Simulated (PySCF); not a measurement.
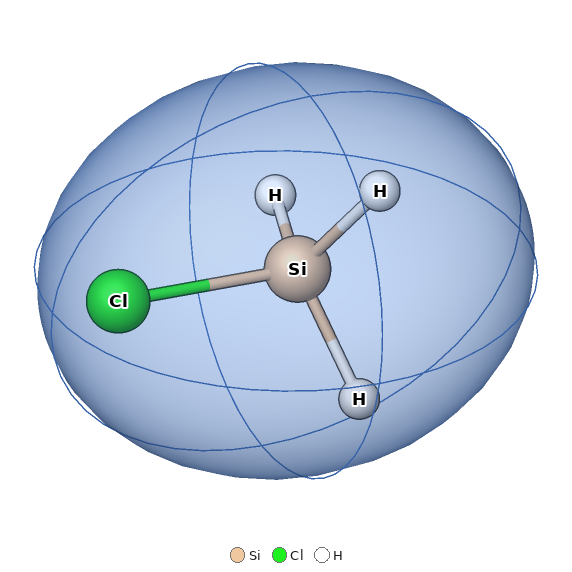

The ellipsoid shows the static dipole polarisability: its half-axes are proportional to the principal values. The geometry was computed by an optimisation with GFN2-xTB. No frequency run is at hand to confirm it as a minimum. Level of theory: ωB97X-D/def2-SVPD (PySCF 2.14.0).

> How large and how anisotropic is the polarisability?

Principal values 37.5, 37.5, 46.8 bohr³; mean 40.6 bohr³ (6.01 Å³); anisotropy 9.3 bohr³, so the longest axis is 1.25 times the shortest.

The geometry is semi-empirical. Around Si such bond lengths and angles can be off by a tenth of an ångström or more and by several degrees, and values that hang on the shape move with them.
